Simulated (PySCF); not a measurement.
C3H14Si3, SMILES CC(C)[SiH2][SiH2][SiH3], GFN2-xTB optimised geometry. Atoms within 1.6 Å of the plane z = 0.0 Å (x, y, z in Å): C2 (1.77, 0.62, 1.04), C3 (3.29, 0.73, 1.00), Si4 (1.14, -0.86, 0.00), Si5 (-1.18, -0.86, 0.00), Si6 (-2.19, 1.22, 0.00), H10 (1.36, 1.54, 0.61), H11 (3.65, 0.83, -0.02), H12 (3.75, -0.17, 1.43), H13 (3.64, 1.59, 1.57), H14 (1.77, -2.07, 0.55), H15 (1.71, -0.72, -1.35), H16 (-1.68, -1.64, 1.14), H17 (-1.65, -1.64, -1.16), H18 (-3.65, 1.19, -0.17), H19 (-1.67, 2.07, -1.07), H20 (-1.95, 1.95, 1.25).

Level of theory: PBE0/def2-SVP in PySCF 2.14.0. Cells within 0.4 Å of a nucleus heavier than hydrogen are left out (blank, or x).

Map of the electrostatic potential (hartree/e), clipped to [-0.08, 0.12] on the plane z = 0.0 Å:

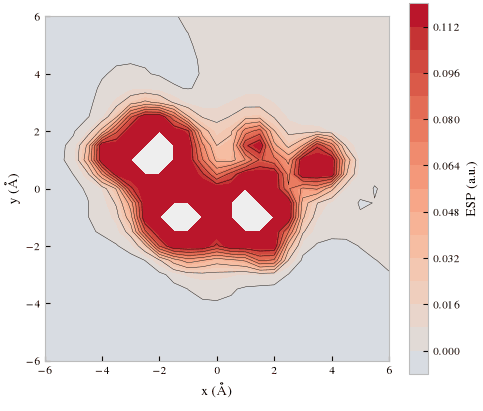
*Electrostatic potential (hartree/e), clipped to [-0.08, 0.12] on the plane z = 0.0 Å.*
